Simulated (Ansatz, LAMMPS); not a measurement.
# Amorphous 79SiO2-21B2O3 (mol %) (96 atoms): geometry optimisation, part 3 of 4

Wanted: the relaxed structure of amorphous 79SiO2-21B2O3 (mol %) (96 atoms) and its electronic structure.

Ansatz 0.2.0; Kohn-Sham DFT, PBE, PAW (set soft_2), plane waves.

The cell: 22 Si, 12 B and 62 O. The quench rate of 100 K/ps far exceeds what a furnace or splat quench reaches. The network of bonds at the start is that of the classical potential that made the cell. Only the Γ point is sampled in the main run, in a cell whose shortest periodic width is 11 Å.

So far. Step 4 (Cell and atoms relaxed): The relaxation changed the energy by -52.6 meV/atom, and atoms moved by 0.32 Å r.m.s., 0.84 Å at most.

## (6) Single point at the relaxed geometry

The electronic structure is read at the final geometry, in a run of its own.

File input.yaml:

```yaml
crystal:
  lattice:
    - [10.55405, 0.12364, -0.37795]
    - [0.12364, 11.11933, -0.2553]
    - [-0.37795, -0.2553, 11.11051]
  atoms:
    - { symbol: Si, position: [0.72559, 0.33618, 0.82758] }
    - { symbol: Si, position: [0.37225, 0.03839, 0.63043] }
    - { symbol: Si, position: [0.13135, 0.89168, 0.52029] }
    - { symbol: Si, position: [0.54419, 0.06016, 0.07767] }
    - { symbol: Si, position: [0.79146, 0.70458, 0.23367] }
    - { symbol: Si, position: [0.29949, 0.42397, 0.53697] }
    - { symbol: Si, position: [0.43171, 0.29451, 0.74735] }
    - { symbol: Si, position: [0.14476, 0.22763, 0.38245] }
    - { symbol: Si, position: [0.82169, 0.83531, 0.81711] }
    - { symbol: Si, position: [0.88065, 0.41867, 0.63471] }
    - { symbol: Si, position: [0.94345, 0.17027, 0.95209] }
    - { symbol: Si, position: [0.24243, 0.60182, 0.14703] }
    - { symbol: Si, position: [0.85212, 0.52272, 0.02122] }
    - { symbol: Si, position: [0.35163, 0.40855, 0.98839] }
    - { symbol: Si, position: [0.6898, 0.25954, 0.32921] }
    - { symbol: Si, position: [0.86953, 0.96504, 0.58935] }
    - { symbol: Si, position: [0.02083, 0.43719, 0.23256] }
    - { symbol: Si, position: [0.20711, 0.66902, 0.66324] }
    - { symbol: Si, position: [0.97051, 0.61575, 0.805] }
    - { symbol: Si, position: [0.82663, 0.06996, 0.18504] }
    - { symbol: Si, position: [0.66786, 0.87254, 0.38447] }
    - { symbol: Si, position: [0.28023, 0.06603, 0.19489] }
    - { symbol: B, position: [0.84654, 0.46668, 0.41288] }
    - { symbol: B, position: [0.97506, 0.87033, 0.2975] }
    - { symbol: B, position: [0.03763, 0.93583, 0.93021] }
    - { symbol: B, position: [0.54874, 0.29883, 0.0967] }
    - { symbol: B, position: [0.95443, 0.18823, 0.53185] }
    - { symbol: B, position: [0.17272, 0.23448, 0.038] }
    - { symbol: B, position: [0.42043, 0.81062, 0.75615] }
    - { symbol: B, position: [0.58268, 0.87251, 0.90737] }
    - { symbol: B, position: [0.19476, 0.85332, 0.09653] }
    - { symbol: B, position: [0.61811, 0.64649, 0.38783] }
    - { symbol: B, position: [0.55002, 0.09379, 0.44601] }
    - { symbol: B, position: [0.40736, 0.55052, 0.35077] }
    - { symbol: O, position: [0.34993, 0.37306, 0.84511] }
    - { symbol: O, position: [0.01554, 0.91847, 0.6081] }
    - { symbol: O, position: [0.69803, 0.82432, 0.2468] }
    - { symbol: O, position: [0.94588, 0.4933, 0.34532] }
    - { symbol: O, position: [0.72993, 0.61815, 0.33196] }
    - { symbol: O, position: [0.76085, 0.37697, 0.38536] }
    - { symbol: O, position: [0.84091, 0.69614, 0.7636] }
    - { symbol: O, position: [0.95324, 0.84634, 0.90342] }
    - { symbol: O, position: [0.93429, 0.75297, 0.27556] }
    - { symbol: O, position: [0.43141, 0.06888, 0.17196] }
    - { symbol: O, position: [0.24779, 0.9227, 0.19164] }
    - { symbol: O, position: [0.51354, 0.95658, 0.97172] }
    - { symbol: O, position: [0.27227, 0.31018, 0.05435] }
    - { symbol: O, position: [0.33716, 0.72007, 0.73128] }
    - { symbol: O, position: [0.36778, 0.15927, 0.72323] }
    - { symbol: O, position: [0.97266, 0.48227, 0.7393] }
    - { symbol: O, position: [0.79834, 0.92855, 0.70762] }
    - { symbol: O, position: [0.59412, 0.20526, 0.42312] }
    - { symbol: O, position: [0.60586, 0.30019, 0.2103] }
    - { symbol: O, position: [0.08115, 0.30647, 0.27105] }
    - { symbol: O, position: [0.23976, 0.99433, 0.55556] }
    - { symbol: O, position: [0.91887, 0.42632, 0.11447] }
    - { symbol: O, position: [0.33239, 0.4782, 0.40959] }
    - { symbol: O, position: [0.14977, 0.9087, 0.99279] }
    - { symbol: O, position: [0.82626, 0.22766, 0.86812] }
    - { symbol: O, position: [0.74787, 0.44858, 0.93025] }
    - { symbol: O, position: [0.54249, 0.19508, 0.02358] }
    - { symbol: O, position: [0.78475, 0.63153, 0.10319] }
    - { symbol: O, position: [0.24942, 0.13397, 0.32402] }
    - { symbol: O, position: [0.09861, 0.67776, 0.76232] }
    - { symbol: O, position: [0.03634, 0.15164, 0.44516] }
    - { symbol: O, position: [0.29051, 0.54058, 0.02051] }
    - { symbol: O, position: [0.06248, 0.26407, 0.97157] }
    - { symbol: O, position: [0.41727, 0.36919, 0.62288] }
    - { symbol: O, position: [0.89114, 0.13828, 0.08044] }
    - { symbol: O, position: [0.49471, 0.40382, 0.05564] }
    - { symbol: O, position: [0.86982, 0.11054, 0.57527] }
    - { symbol: O, position: [0.4734, 0.07884, 0.53723] }
    - { symbol: O, position: [0.71241, 0.86983, 0.91036] }
    - { symbol: O, position: [0.84997, 0.51504, 0.53016] }
    - { symbol: O, position: [0.00468, 0.04863, 0.88927] }
    - { symbol: O, position: [0.5184, 0.78508, 0.83913] }
    - { symbol: O, position: [0.57966, 0.28935, 0.80371] }
    - { symbol: O, position: [0.59388, 0.75995, 0.43751] }
    [... 12 atom lines left out ...]
    - { symbol: O, position: [0.95771, 0.30445, 0.57651] }
    - { symbol: O, position: [0.07479, 0.89493, 0.38029] }
    - { symbol: O, position: [0.80297, 0.1622, 0.29979] }
    - { symbol: O, position: [0.685, 0.02874, 0.13569] }
    - { symbol: O, position: [0.75337, 0.37897, 0.69433] }
    - { symbol: O, position: [0.13112, 0.52686, 0.20107] }
kpoints:
  mp_grid: { grid: [1, 1, 1] }
hamiltonian:
  xc: pbe
scf:
  occupations: { method: fermi_dirac, width: 0.025 }
output:
  forces: true
  stress: true
  populations: true
  dos:
    method: { smearing: { sigma: 0.08 } }
    de: 0.05
    projected: { site_lists: { B: [B], O: [O], Si: [Si] } }
  eigenvalues: true
  write_density: true
  write_potential: true
  volumetric_format: npy
```

Launch:

```sh
> ansatz run input.yaml --threads 4 --pin off --max-ram 8192MiB --backend cpu --events-out ev --progress --plain --runs-dir out
```

Numbers of over 12 decimals in the logs are rounded to 6 here.

Output:

```text
[...]
Crystal: 96 atoms, lattice volume = 1301.440 Å³
Basis set: ecut = 420 eV, 25481 PW (Γ), exchange–correlation on 144×150×150 points (8 copies of the dense FFT grid, shifted against one another)
Bands: 344, of which v1, the nominal top of the filled ones, is band 248 counted from 1 (247 counted from 0)
Symmetry: 1 space group operations
[...]
k-points: 1
[...]
SCF iter   1: F=—  HF=-51135.002798 eV  |F-HF|=—  |Δ(HF+E_count)|=         —  Δρ=2.42e-3  dr2=9.16e-2  ethr=1.77e-3  ⟨swp⟩=7.0  Hψ=1723  notcnv=0  defer=63
[...]
SCF iter   9: F=-51134.988837 eV  HF=-51134.988837 eV  |F-HF|=1.66e-9  |Δ(HF+E_count)|=   3.11e-8  Δρ=9.51e-7  dr2=1.21e-8  ethr=2.02e-11  ⟨swp⟩=9.0  Hψ=2181  notcnv=0
SCF 1 converged in 9 iterations: F = -51134.988837 eV  dr2 = 1.21e-8
[...]
WARN: The input density's exchange-correlation potential varies sharply where the density is thin. Do not read a vacuum level from v_tot or v_xc, or from such a field of the output density. On a cell that repeats whose density bears no net charge and no dipole along the vacuum's axis use v_es (v_loc + v_h of the components); [...]
SCF converged after 9 iterations
Free energy (F): -51134.988837 eV
[...]
Internal energy: -51134.988837 eV  (E = F + TS)
E sigma→0 (E₀):  -51134.988837 eV
Fermi energy:    4.051388 eV
[...]
--- Forces (eV/Å), atoms counted from 1 ---
  atom   1  Si     0.00409812     0.00091019     0.00084133
  atom   2  Si    -0.00127220    -0.00010585    -0.00600561
  atom   3  Si     0.00227546     0.00357770    -0.00007288
  atom   4  Si    -0.00336454    -0.00150069    -0.00610745
  atom   5  Si     0.00143662     0.00296668    -0.00694426
  atom   6  Si     0.00340317     0.00117768    -0.00321675
  atom   7  Si     0.00233695     0.00020607     0.00045041
  atom   8  Si    -0.00216756    -0.00033292    -0.00500502
  atom   9  Si    -0.01091750    -0.00197417     0.00143970
  atom  10  Si    -0.00243257     0.00329400    -0.00616081
  atom  11  Si     0.00380122     0.00502537    -0.00210699
  atom  12  Si     0.00203142     0.00346183     0.00046276
  atom  13  Si    -0.00335284    -0.00027996    -0.00255049
  atom  14  Si    -0.00053453    -0.00108159    -0.00109965
[...]
atom  95  O     -0.00255765    -0.00165328     0.00180148
  atom  96  O     -0.00460030    -0.00216486     0.00252900
  max |Σ_I F_I| component: 3.84e-5 eV/Å
--- Stress (GPa, compression-positive) ---
       -0.030544       0.015756      -0.017145
        0.015767      -0.003498      -0.014530
       -0.017149      -0.014537      -0.002027
  P = ⅓ Tr σ = -0.0120 GPa (-0.120 kbar)
--- Band table (eV) ---
[...]
--- Löwdin populations: 96 sites ---
  site symbol       q [e]
     0     Si      2.2118
     1     Si      2.2035
     2     Si      2.2094
[...]
95      O      6.7869
  spilling = 0.012557 (of n_electrons = 496.000000)
```

Elapsed: 18 s, on 4 threads of Arm Neoverse V2, shared host; peak memory 1.5 GiB.

The program notes that the exchange-correlation potential is rough where the density is thin.

Read from the output:

```
free energy                                      : -51134.9888 eV
free energy per atom                             : -532.6561 eV/atom
SCF cycles                                       : 9
pressure                                         : -0.01202 GPa
r.m.s. force component                           : 0.00317 eV/Å
longest force                                    : 0.01275 eV/Å
Fermi energy                                     : 4.051 eV
gap (highest filled to lowest empty level) : 5.421 eV
spilling of the projection                       : 0.01256
```

Löwdin charges by element (they lack the spilled electrons, 0.065 e an atom on average):

```tsv
element	coordination	atoms	mean charge (e)	spread	least	most
B	all	12	0.673	0.0161	0.651	0.698
O	all	62	-0.665	0.115	-0.795	-0.374
Si	all	22	1.79	0.0091	1.78	1.81
```

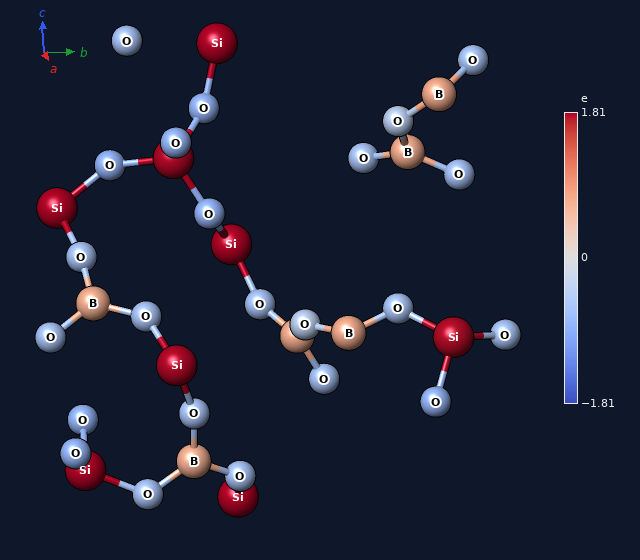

Atoms coloured by Löwdin charge. Drawn is a slice 4 Å thick, seen along the normal of the bc plane. Bonds to atoms that aren't drawn are left out.

Charge against the make-up of the first shell:

```tsv
Si neighbours of O	atoms	mean charge (e)
0	3	-0.386
1	30	-0.583
2	29	-0.78
```

Density of states as counts of states in windows of 1 eV (from the Fermi level), total and the larger projections:

```tsv
from (eV)	to (eV)	total	O p	Si p	B p
-14	-13	0.0	0.0	0.0	0.0
-13	-12	0.2	0.1	0.0	0.0
-12	-11	18.6	12.5	0.4	0.4
-11	-10	18.5	12.8	0.9	0.8
-10	-9	22.8	16.3	2.1	1.4
-9	-8	46.5	34.5	6.6	3.6
-8	-7	19.7	15.1	3.0	0.9
-7	-6	25.7	19.3	1.4	3.5
-6	-5	54.6	46.7	3.0	1.7
-5	-4	77.5	71.7	2.1	0.8
-4	-3	77.2	74.2	0.9	0.3
-3	-2	10.9	10.6	0.1	0.0
-2	2	0.0	0.0	0.0	0.0
2	3	2.0	0.1	0.0	0.0
3	4	0.9	0.1	0.1	0.5
4	5	32.8	4.4	5.5	11.9
```

Between -23 and -14 eV lie 124 more states.

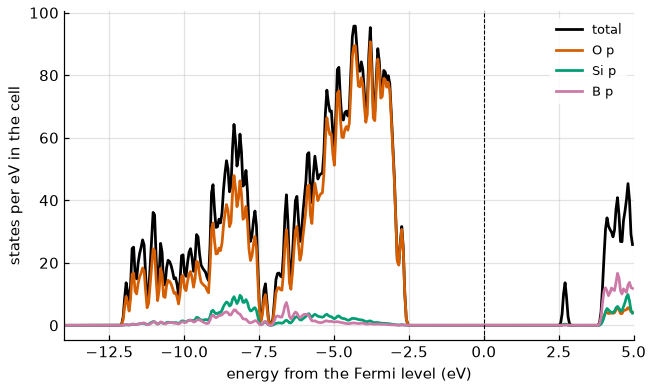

Total and projected density of states, with the broadening of the input.

The levels nearest the highest filled one (over half full), pooled over k-points and spins:

```tsv
level less the highest filled one (eV)	occupation
-0.319	2
-0.252	2
-0.238	2
-0.102	2
-0.0122	2
0	2
5.42	0
6.72	0
6.81	0
6.82	0
6.91	0
6.97	0
```

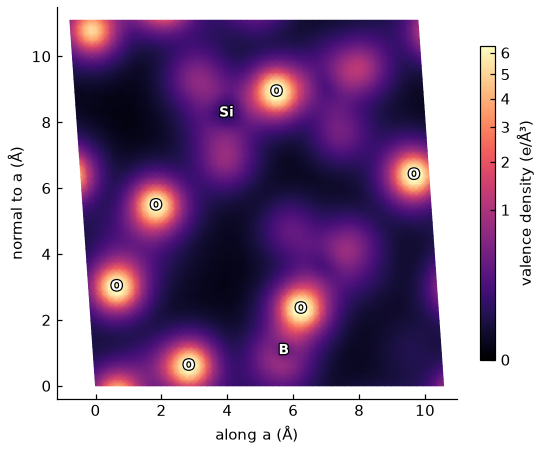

Valence density in the ac plane at fractional y = 0.295, with atoms of Si and B and O within 0.2 Å of it. It is the smooth field of the valence electrons, not physical close to the nuclei. The colour scale is stretched toward low values.

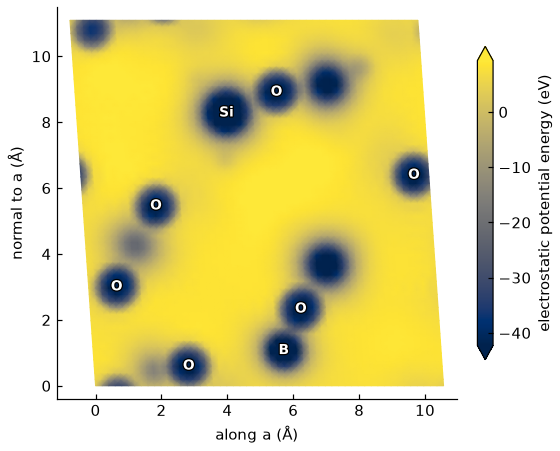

Electrostatic potential energy in the ac plane at fractional y = 0.295, with atoms of Si and B and O within 0.2 Å of it. With pseudopotentials it is smooth inside the atoms' cores, unlike the true potential.

Mean Löwdin charges: B +0.67, O -0.67, Si +1.79 e (they miss 1.3 % of the electrons, so they add up to more than the cell's charge). The charge on O changes by -0.197 e for each Si neighbour that takes the place of another kind, on average.

A closer look about Si21, picked at random: 10 atoms, nearest first, numbered in the order of the input, with positions taken from that point.

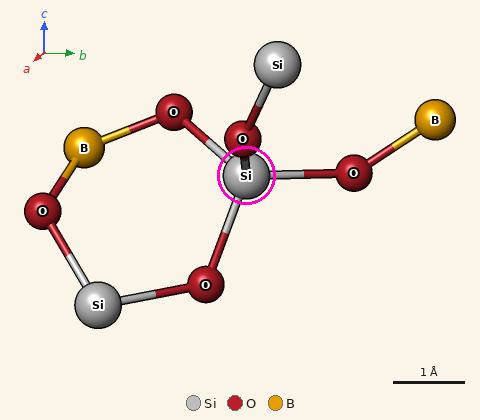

The atoms of the table, within 3.2 Å (arrows a, b, c point along x, y, z); some may hide others; the central atom is ringed.

```tsv
atom	x	y	z	distance (Å)	bonds	Löwdin charge (e)
Si21	0.00	0.00	0.00	0.00	4	1.78
O83	-0.87	1.34	-0.09	1.60	2	-0.58
O84	1.35	0.30	0.88	1.64	2	-0.79
O78	-0.81	-1.27	0.65	1.64	2	-0.58
O37	0.36	-0.50	-1.53	1.65	2	-0.77
B32	-0.55	-2.52	0.11	2.58	3	0.70
B33	-1.24	2.43	0.67	2.81	3	0.67
Si5	1.34	-1.81	-1.68	2.81	4	1.78
O39	0.64	-2.81	-0.54	2.93	2	-0.57
Si16	2.06	1.00	2.18	3.16	4	1.79
```

The column of bonds counts only the pairs O-Si within 2.08 Å, O-B within 1.77 Å; other neighbours, such as metal atoms beside each other in a compound, aren't counted, and periodic images can show an atom twice.

## (7) K-mesh 2×2×2

Large cells are often run on few k-points; this run checks whether the reference had enough.

Edit input.yaml of step 6 so:

```diff
@@ -8,3 +8,3 @@
 kpoints:
-  mp_grid: { grid: [1, 1, 1] }
+  mp_grid: { grid: [2, 2, 2] }
 hamiltonian:
@@ -22,4 +22 @@
   eigenvalues: true
-  write_density: true
-  write_potential: true
-  volumetric_format: npy
```

Output:

```text
[...]
Crystal: 96 atoms, lattice volume = 1301.440 Å³
Basis set: ecut = 420 eV, 25481 PW (Γ), exchange–correlation on 144×150×150 points (8 copies of the dense FFT grid, shifted against one another)
Bands: 344, of which v1, the nominal top of the filled ones, is band 248 counted from 1 (247 counted from 0)
Symmetry: 1 space group operations
[...]
k-points: 8
[...]
SCF iter   1: F=—  HF=-51135.002154 eV  |F-HF|=—  |Δ(HF+E_count)|=         —  Δρ=2.39e-3  dr2=8.93e-2  ethr=1.77e-3  ⟨swp⟩=6.4  Hψ=12928  notcnv=0  defer=502
[...]
SCF iter   8: F=—  HF=-51135.002884 eV  |F-HF|=—  |Δ(HF+E_count)|=   6.98e-9  Δρ=3.83e-6  dr2=1.77e-7  ethr=3.47e-10  ⟨swp⟩=2.0  Hψ=3779  notcnv=0  defer=730
SCF iter   9: F=-51135.002884 eV  HF=-51135.002884 eV  |F-HF|=1.85e-8  |Δ(HF+E_count)|=   3.17e-9  Δρ=2.00e-6  dr2=4.36e-8  ethr=2.02e-11  ⟨swp⟩=14.8  Hψ=16265  notcnv=0
SCF 1 converged in 9 iterations: F = -51135.002884 eV  dr2 = 4.36e-8
[...]
SCF converged after 9 iterations
Free energy (F): -51135.002884 eV
[...]
Internal energy: -51135.002884 eV  (E = F + TS)
E sigma→0 (E₀):  -51135.002884 eV
Fermi energy:    4.079138 eV
[...]
Σ components = -51135.002884   (vs F -51135.002884, Δ=0.00e0)
--- Forces (eV/Å), atoms counted from 1 ---
  atom   1  Si     0.00199916    -0.00005678     0.00274081
  atom   2  Si     0.00008776     0.00073153    -0.00651815
  atom   3  Si     0.00301966     0.00392139    -0.00170413
  atom   4  Si    -0.00542963    -0.00375495    -0.00696092
[...]
atom  96  O     -0.00359039    -0.00022660     0.00245434
  max |Σ_I F_I| component: 7.98e-5 eV/Å
--- Stress (GPa, compression-positive) ---
       -0.033944       0.016814      -0.017469
        0.016825      -0.005411      -0.015087
       -0.017474      -0.015094      -0.001673
  P = ⅓ Tr σ = -0.0137 GPa (-0.137 kbar)
--- Band table (eV; the first three rows and the last of 8) ---
[...]
--- Löwdin populations: 96 sites ---
  site symbol       q [e]
     0     Si      2.2115
     1     Si      2.2032
     2     Si      2.2094
[...]
95      O      6.7870
  spilling = 0.012559 (of n_electrons = 496.000000)
```

Elapsed: 2.3 min, on 4 threads; peak memory 5.7 GiB; 8.9 min of CPU time.

The program notes that it cut back its work space to fit the memory limit.

Geometry and reference: those of the single point at the relaxed geometry.

Forces differ from those of the single point at the relaxed geometry by 1.9 meV/Å r.m.s.; the energy by -0.15 meV/atom and the gap by -0.032 eV. It took 2.3 min and 9 cycles; the reference's time can't be set against it, since the two runs asked for unlike analyses.

(Part 3 of 4 ends here.)

[Logs are printed without paths, hosts, clocks, repeated set-up lines and the standing remarks that a program may print on its own settings, such as how far it seeks lower states.]

[Hosts, paths, dates, database ids (printed as entryN), source tags and the programs' standing remarks are cut or masked in the printed files.]
